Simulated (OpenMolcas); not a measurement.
# SF2 (sulfur difluoride) at HF/6-31G(d) (Cartesian functions)

We compute an optimisation with harmonic vibrations of SF2 (sulfur difluoride). 

Program for the calculation: OpenMolcas 26.06.

## Step 1: The system as given

The species is SF2 (3 atoms), meant as a singlet with charge 0. As SMILES, `FSF`. The coordinates come from a PBE0-D4/def2-TZVP relaxation. The run starts from this shape.

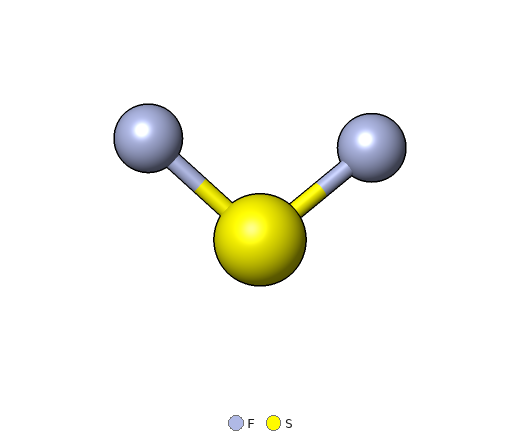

Viewed from a chosen angle; fluorine light blue, sulfur yellow.

## Step 2: An optimisation with harmonic vibrations at HF/6-31G(d) (Cartesian functions)

test.input reads:

```
&GATEWAY
 BASLIB
 $CurrDir
 COORD
 3
 bohr
 F      0.83174406     2.10978473     0.69050593
 S     -1.13759623     0.23910705    -0.59573616
 F      0.30583328    -2.34887288    -0.09476977
 BASIS
 6-31Gs
 GROUP
 NoSym
>>> EXPORT MOLCAS_MAXITER=50
>>> Do While

&SEWARD

&SCF
 PRORBITALS
 0

&SLAPAF
>>> EndDo
>>> COPY $Project.Opt.xyz $CurrDir/final.xyz
>>> COPY $Project.slapaf.h5 $CurrDir/final.slapaf.h5

&MCKINLEY

&MCLR
 THERMOCHEMISTRY
 2
 1.0
 298.15
 End of PT
```

The basis set 6-31G* is read from a file made from the Basis Set Exchange's data (not shown).

Started as:

```console
$ export MOLCAS_MEM=1860
$ pymolcas test.input > test.log
```

Output:

```text
--- Start Module: gateway ---
[...]
--- Stop Module: gateway /rc=_RC_ALL_IS_WELL_ ---
[...]
      Basis functions           49
[...]
       Convergence after  10 Iterations
[...]
::    Total SCF energy                               -596.3121548852
[...]
 *              Molecular gradients               *
 **************************************************
  Irreducible representation: a
 ------------------------------------------------------------------------------------------
                              X                       Y                       Z
 ------------------------------------------------------------------------------------------
  F1                1.41700018389557E-03    3.06064886913582E-03    1.11682272371461E-03
  S2               -2.05918739431610E-03    4.30119385901317E-04   -1.07866034812609E-03
  F3                6.42187210421419E-04   -3.49076825504824E-03   -3.81623755925098E-05
 ------------------------------------------------------------------------------------------
[...]
 Geometry is converged in   4 iterations to a Minimum Structure
*****************************************************************************************************************
*****************************************************************************************************************
++ Geometry section
********************************************************************************
  Geometrical information of the final structure
********************************************************************************
  NOTE: on convergence the final predicted structure will be printed here.
  This is not identical to the structure printed in the head of the output.
 *********************************************************
[...]
       Convergence after   5 Iterations
[...]
::    Total SCF energy                               -596.3122028063
[...]
      Total spin, S                                     0.0000000000
[...]
      Total electronic charge=   34.000000
      Total            charge=   -0.000000
[...]
      Dipole Moment (debye):
      Origin of the operator (angstrom)=   -0.1121    0.0236   -0.0587
                   X= -1.4005E+00               Y=  2.9436E-01               Z= -7.3341E-01           Total=  1.6081E+00
      Quadrupole Moment (debye*angstrom):
[...]
--- Start Module: mclr ---
[...]
     Frequency:        i1.97     i1.44     i0.69      0.02      0.04      0.05
[...]
     Frequency:       380.04    926.27    940.21
[...]
--- Stop Module: mclr /rc=_RC_ALL_IS_WELL_ ---
--- Start Module: mclr ---
[...]
        Frequency:            0.05 cm-1
      ---------------------------------
[...]
        Frequency:          380.04 cm-1
      ---------------------------------
[...]
        Frequency:          926.27 cm-1
      ---------------------------------
[...]
        Frequency:          940.21 cm-1
      ---------------------------------
[...]
--- Stop Module: mclr /rc=_RC_ALL_IS_WELL_ ---
[...]
```

Run time: 16 s. Hardware: 1 thread of Intel Xeon Platinum 8375C at 2.90GHz (Ice Lake), shared host; peak memory 0.39 GiB.

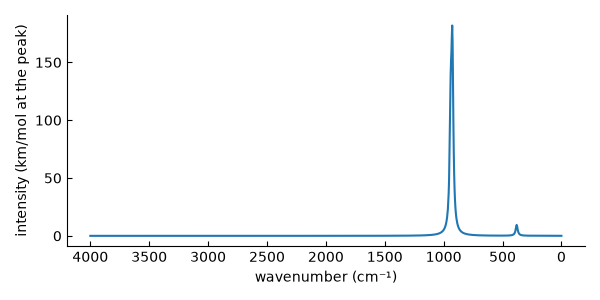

Harmonic infrared spectrum, unscaled, lines broadened by 10 cm⁻¹.

## Step 3: Outcome

Level: HF/6-31G* (Cartesian functions).

```
                                                           quantity             value
                                                       total energy     -596.31220 Eh
                                                      dipole moment            1.61 D
                                                        HOMO energy         -10.62 eV
                                                        LUMO energy           2.84 eV
                                                      HOMO–LUMO gap          13.46 eV
                                         lowest harmonic wavenumber          380 cm⁻¹
                                        highest harmonic wavenumber          940 cm⁻¹
                                                  zero-point energy       13.4 kJ/mol
ideal-gas entropy at 298.15 K and 1 atm (symmetry number 2 as used)  61.3 cal/(mol K)
```

At the final geometry: Bond lengths: F1–S2 1.586 Å, S2–F3 1.586 Å. Angles: F1–S2–F3 98.0°. All 3 modes are real, so the shape is a minimum at this level. Mulliken charges run from -0.42 on F1 to +0.84 on S2; they depend strongly on the basis.
